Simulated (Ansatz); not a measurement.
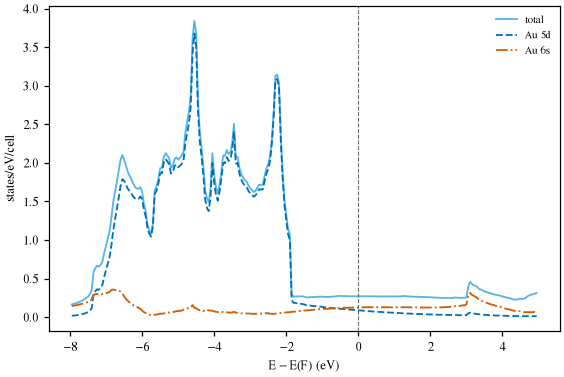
*Total and projected density of states of Au (fcc (Cu type), space group No. 225), DFT-r²SCAN in the program Ansatz with PAW potentials*

Problem. Which orbitals carry the states next to the Fermi level?

Solution. Within 0.5 eV of the Fermi level: Au 6s 46 %, Au 5d 32 %, outside the projected shells 22 %. Projections are on Löwdin-orthogonalised atomic valence shells; empty p or d shells of many metals are not among them.

Problem. Where is the tallest occupied peak in this window, and what makes it?

Solution. Near -4.5 eV, about 3.8 states/eV per cell; the largest projected share is Au 5d.

Space group Fm-3m (fcc (Cu type)). The r²SCAN relaxation kept the symmetry of its start. Scalar-relativistic: spin–orbit coupling is off unless named, which matters more the heavier the elements.

Potentials: the later of the program's two PAW sets.
